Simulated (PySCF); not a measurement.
**[PbF5]−: forces at shaken geometries**

How stiff is [PbF5]−? Its atoms are displaced at random by several amounts. The species was built from a template and needn't be a known compound.

Computed with PySCF 2.14.0. Level: BP86, Pb def2-SVP with ECP60, F def2-SVP; scalar-relativistic core potentials, no spin–orbit coupling.

2 further runs of the same task are left out: 2 for a known fault of the program.

**1. Where the work starts**

6 atoms, charge -1, spin multiplicity 1.

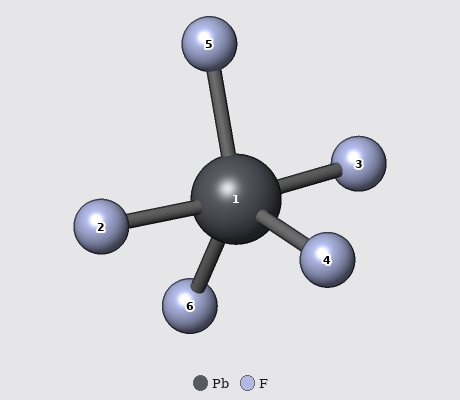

The geometry (lead dark grey, fluorine light blue); atoms are numbered from 1 in the order of the file.

Coordinates:

```xyz
6

Pb   -0.0233    0.0001    0.0000
F    -0.1620    0.0004    2.0838
F    -0.1620    0.0004   -2.0838
F     2.0543   -0.0024    0.0000
F    -0.8522    1.9128    0.0000
F    -0.8549   -1.9114    0.0000
```

Formal oxidation states: Pb +4. An earlier session relaxed this geometry at BP86, Pb def2-SVP with ECP60, F def2-SVP (singlet, point group C2v).

Its energy there is -691.956428 Eh.

**2. Atoms moved at random, σ = 0.06 Å**

run.py (the lines that set the calculation)

```python
mol = gto.M(atom='''
Pb    -0.00664     0.04034    -0.07037
F     -0.09665    -0.08234     2.09918
F     -0.23868    -0.06193    -2.02566
F      2.06238     0.00173    -0.07037
F     -0.80391     1.96501     0.01166
F     -0.91650    -1.86281     0.05556''',
    basis={'Pb': 'def2-SVP', 'F': 'def2-SVP'},
    ecp={'Pb': 'def2-SVP'},
    charge=-1, spin=0)
mf = dft.RKS(mol, xc='B88,P86')
mf.grids.atom_grid = (50, 194)
mf = mf.density_fit()  # fitting sets: Pb def2-universal-JKFIT, F def2-universal-JKFIT
mf.conv_tol = 1e-08; mf.max_cycle = 55
mf.kernel(dm0)  # dm0: the density of the relaxed state
```

Launch:

```console
OMP_NUM_THREADS=2 python run.py
```

The log of the run:

```text
init E= -691.959896296648
  HOMO = -0.112190999680358  LUMO = 0.00222453278049528  gap/eV = 3.11341
cycle= 1 E= -691.945644917607  delta_E= 0.0143  |g|= 0.104  |ddm|=  0.3
  HOMO = -0.0723176501387011  LUMO = 0.00766512331772162  gap/eV = 2.17644
cycle= 2 E= -691.925857369221  delta_E= 0.0198  |g|= 0.33  |ddm|= 0.419
  HOMO = -0.0987580672477876  LUMO = 0.00587512611986796  gap/eV = 2.84721
cycle= 3 E= -691.947927887937  delta_E= -0.0221  |g|= 0.0469  |ddm|= 0.301
  HOMO = -0.0966640159431325  LUMO = 0.00580770202572012  gap/eV = 2.78840
cycle= 4 E= -691.948062834175  delta_E= -0.000135  |g|= 0.0407  |ddm|= 0.084
  HOMO = -0.0990968130451786  LUMO = 0.00546801678182263  gap/eV = 2.84535
cycle= 5 E= -691.948402870297  delta_E= -0.00034  |g|= 0.00517  |ddm|= 0.0419
  HOMO = -0.0992692180477914  LUMO = 0.00544468594913994  gap/eV = 2.84941
cycle= 6 E= -691.948407514113  delta_E= -4.64e-06  |g|= 0.00192  |ddm|= 0.00618
  HOMO = -0.0992680178701442  LUMO = 0.00546773141108403  gap/eV = 2.85000
cycle= 7 E= -691.948408035492  delta_E= -5.21e-07  |g|= 0.000973  |ddm|= 0.00222
  HOMO = -0.0992493030737721  LUMO = 0.00548119014813153  gap/eV = 2.84986
cycle= 8 E= -691.948408211444  delta_E= -1.76e-07  |g|= 0.000166  |ddm|= 0.000875
  HOMO = -0.0992556977033217  LUMO = 0.0054745937445837  gap/eV = 2.84986
cycle= 9 E= -691.948408217388  delta_E= -5.94e-09  |g|= 4.68e-05  |ddm|= 0.000191
  HOMO = -0.099258907780158  LUMO = 0.00547647756082625  gap/eV = 2.85000
Extra cycle  E= -691.948408213481  delta_E= 3.91e-09  |g|= 0.000148  |ddm|= 0.000176
converged SCF energy = -691.948408213481
```

It took 12 s on 2 threads of Intel Xeon at 2.50GHz (Skylake/Cascade Lake), shared host.

Read off: E = -691.948408 Eh (+0.218 eV from the relaxed state), HOMO -2.70 eV, LUMO 0.15 eV, Mulliken charge on Pb1 +1.09 e, largest force component 3.810 eV/Å. 

| atom | Fx | Fy | Fz (eV/Å) |
| --- | --- | --- | --- |
| Pb1 | -0.189 | -0.630 | 3.810 |
| F2 | 0.080 | 0.239 | -1.021 |
| F3 | -0.220 | 0.025 | -2.428 |
| F4 | 0.152 | 0.051 | -0.102 |
| F5 | 0.033 | -0.006 | -0.094 |
| F6 | 0.145 | 0.320 | -0.165 |

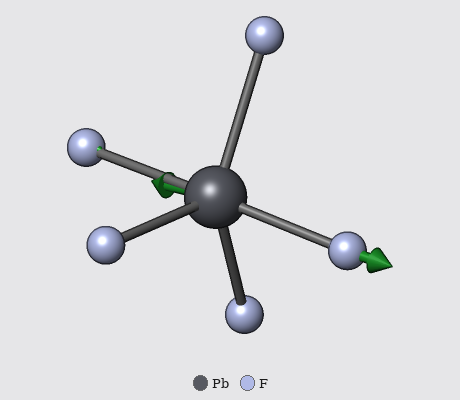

Forces as arrows, the longest for the largest force.

**3. Atoms moved at random, σ = 0.03 Å**

run.py (the lines that set the calculation)

```python
mol = gto.M(atom='''
Pb    -0.00905    -0.01755     0.00101
F     -0.17933     0.06452     2.10599
F     -0.18350    -0.04803    -2.03861
F      2.01868    -0.02053    -0.03602
F     -0.79314     1.90610    -0.06136
F     -0.85366    -1.88450     0.02899''',
    basis={'Pb': 'def2-SVP', 'F': 'def2-SVP'},
    ecp={'Pb': 'def2-SVP'},
    charge=-1, spin=0)
mf = dft.RKS(mol, xc='B88,P86')
mf.grids.atom_grid = (50, 194)
mf = mf.density_fit()  # fitting sets: Pb def2-universal-JKFIT, F def2-universal-JKFIT
mf.conv_tol = 1e-08; mf.max_cycle = 55
mf.kernel(dm0)  # dm0: the density of the relaxed state
```

Launch:

```console
OMP_NUM_THREADS=2 python run.py
```

The log of the run:

```text
init E= -691.980548255681
  HOMO = -0.105534648010735  LUMO = 0.0193620949659312  gap/eV = 3.39861
cycle= 1 E= -691.95360984482  delta_E= 0.0269  |g|= 0.0533  |ddm|= 0.172
  HOMO = -0.0969502571855299  LUMO = 0.0126551010548823  gap/eV = 2.98251
cycle= 2 E= -691.947902663025  delta_E= 0.00571  |g|= 0.176  |ddm|= 0.238
  HOMO = -0.109239729745817  LUMO = 0.0119914214386796  gap/eV = 3.29887
cycle= 3 E= -691.95422619825  delta_E= -0.00632  |g|= 0.0222  |ddm|= 0.171
  HOMO = -0.109861070228602  LUMO = 0.0122987375054926  gap/eV = 3.32414
cycle= 4 E= -691.954256998325  delta_E= -3.08e-05  |g|= 0.0191  |ddm|= 0.0386
  HOMO = -0.109654068600534  LUMO = 0.0125651268716567  gap/eV = 3.32575
cycle= 5 E= -691.95432760197  delta_E= -7.06e-05  |g|= 0.00346  |ddm|= 0.0191
  HOMO = -0.109595663254685  LUMO = 0.0126003518798896  gap/eV = 3.32512
cycle= 6 E= -691.954329806942  delta_E= -2.2e-06  |g|= 0.000719  |ddm|= 0.0037
  HOMO = -0.109633811639282  LUMO = 0.0125694734928352  gap/eV = 3.32532
cycle= 7 E= -691.954329867911  delta_E= -6.1e-08  |g|= 0.000429  |ddm|= 0.000862
  HOMO = -0.109632256082169  LUMO = 0.01257091705439  gap/eV = 3.32532
cycle= 8 E= -691.954329902944  delta_E= -3.5e-08  |g|= 6.5e-05  |ddm|= 0.000409
  HOMO = -0.109628249129173  LUMO = 0.0125774599127801  gap/eV = 3.32539
cycle= 9 E= -691.954329903697  delta_E= -7.53e-10  |g|= 1.29e-05  |ddm|= 7.92e-05
  HOMO = -0.109628355375535  LUMO = 0.0125766128192488  gap/eV = 3.32537
Extra cycle  E= -691.954329903497  delta_E= 1.99e-10  |g|= 3.47e-05  |ddm|= 4.78e-05
converged SCF energy = -691.954329903497
```

Run time: 14 s. Hardware: 2 threads of Intel Xeon at 2.50GHz (Skylake/Cascade Lake), shared host.

It gives: E = -691.954330 Eh (+0.057 eV from the relaxed state), HOMO -2.98 eV, LUMO 0.34 eV, Mulliken charge on Pb1 +1.09 e, largest force component 0.951 eV/Å. 

| atom | Fx | Fy | Fz (eV/Å) |
| --- | --- | --- | --- |
| Pb1 | -0.693 | 0.589 | 0.916 |
| F2 | 0.064 | -0.053 | -0.337 |
| F3 | -0.041 | -0.044 | -0.763 |
| F4 | 0.951 | -0.030 | 0.044 |
| F5 | -0.055 | 0.127 | 0.068 |
| F6 | -0.226 | -0.588 | 0.072 |

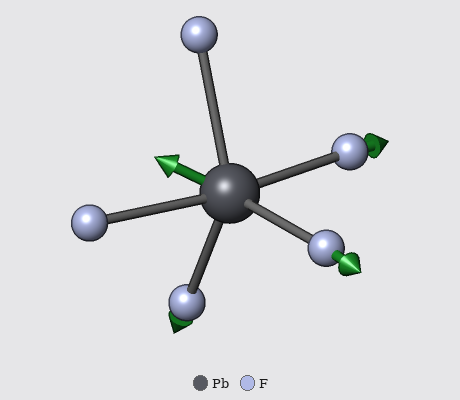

Forces as arrows, the longest for the largest force.

**4. Atoms moved at random, σ = 0.03 Å**

run.py (the lines that set the calculation)

```python
mol = gto.M(atom='''
Pb     0.00618     0.04245    -0.00556
F     -0.14687    -0.01339     2.09401
F     -0.16004    -0.03816    -2.02127
F      2.01430    -0.02275    -0.01856
F     -0.83287     1.92368    -0.00931
F     -0.88071    -1.89185    -0.03932''',
    basis={'Pb': 'def2-SVP', 'F': 'def2-SVP'},
    ecp={'Pb': 'def2-SVP'},
    charge=-1, spin=0)
mf = dft.RKS(mol, xc='B88,P86')
mf.grids.atom_grid = (50, 194)
mf = mf.density_fit()  # fitting sets: Pb def2-universal-JKFIT, F def2-universal-JKFIT
mf.conv_tol = 1e-08; mf.max_cycle = 55
mf.kernel(dm0)  # dm0: the density of the relaxed state
```

Launch:

```console
OMP_NUM_THREADS=2 python run.py
```

The log of the run:

```text
init E= -691.979234472381
  HOMO = -0.105773635381359  LUMO = 0.0175162493556478  gap/eV = 3.35489
cycle= 1 E= -691.950791048379  delta_E= 0.0284  |g|= 0.0742  |ddm|= 0.202
  HOMO = -0.0856463762412847  LUMO = 0.0122270412180256  gap/eV = 2.66327
cycle= 2 E= -691.939751261008  delta_E= 0.011  |g|= 0.246  |ddm|= 0.32
  HOMO = -0.104689845841336  LUMO = 0.0115060875976951  gap/eV = 3.16185
cycle= 3 E= -691.952037514105  delta_E= -0.0123  |g|= 0.0251  |ddm|= 0.226
  HOMO = -0.104630609083572  LUMO = 0.011624500470365  gap/eV = 3.16346
cycle= 4 E= -691.952041447159  delta_E= -3.93e-06  |g|= 0.0264  |ddm|= 0.0488
  HOMO = -0.105077575948168  LUMO = 0.0118758513978072  gap/eV = 3.18246
cycle= 5 E= -691.952179264355  delta_E= -0.000138  |g|= 0.00383  |ddm|= 0.0256
  HOMO = -0.105164498104221  LUMO = 0.0118967483564276  gap/eV = 3.18540
cycle= 6 E= -691.952181867905  delta_E= -2.6e-06  |g|= 0.00137  |ddm|= 0.0042
  HOMO = -0.105155753229324  LUMO = 0.0118818319682781  gap/eV = 3.18475
cycle= 7 E= -691.952182042099  delta_E= -1.74e-07  |g|= 0.000657  |ddm|= 0.00167
  HOMO = -0.105189347585063  LUMO = 0.0118763811922165  gap/eV = 3.18552
cycle= 8 E= -691.952182126473  delta_E= -8.44e-08  |g|= 5.35e-05  |ddm|= 0.000606
  HOMO = -0.105184703036423  LUMO = 0.0118835688033663  gap/eV = 3.18559
cycle= 9 E= -691.952182126866  delta_E= -3.92e-10  |g|= 2.08e-05  |ddm|= 6.94e-05
  HOMO = -0.105184281354637  LUMO = 0.0118821863649821  gap/eV = 3.18554
Extra cycle  E= -691.952182126267  delta_E= 5.98e-10  |g|= 5.93e-05  |ddm|= 7.46e-05
converged SCF energy = -691.952182126267
```

It took 14 s on 2 threads of Intel Xeon at 2.50GHz (Skylake/Cascade Lake), shared host.

Read off: E = -691.952182 Eh (+0.116 eV from the relaxed state), HOMO -2.86 eV, LUMO 0.32 eV, Mulliken charge on Pb1 +1.10 e, largest force component 1.530 eV/Å. 

| atom | Fx | Fy | Fz (eV/Å) |
| --- | --- | --- | --- |
| Pb1 | -1.530 | -1.123 | 1.310 |
| F2 | 0.042 | 0.072 | -0.248 |
| F3 | -0.040 | 0.110 | -1.222 |
| F4 | 1.390 | 0.024 | 0.019 |
| F5 | -0.116 | 0.412 | 0.020 |
| F6 | 0.253 | 0.505 | 0.122 |

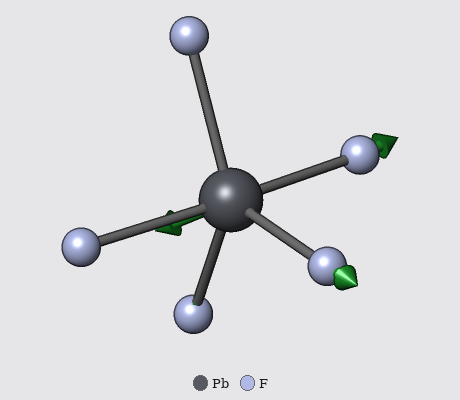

Forces as arrows, the longest for the largest force.

**5. Results**

| σ (Å) | energy rise (eV) | harmonic estimate −½ F·u (eV) | largest force component (eV/Å) |
| --- | --- | --- | --- |
| 0.06 | 0.218 | 0.223 | 3.81 |
| 0.03 | 0.057 | 0.060 | 0.95 |
| 0.03 | 0.116 | 0.120 | 1.53 |

Every displacement raises the energy. For a harmonic well the rise equals −½ F·u; the two differ by at most 5 % here (a move with σ = 0.03 Å), from anharmonicity, the grid and the small forces left at the relaxed point. The bases are small and lack diffuse functions. Spin–orbit coupling is left out.
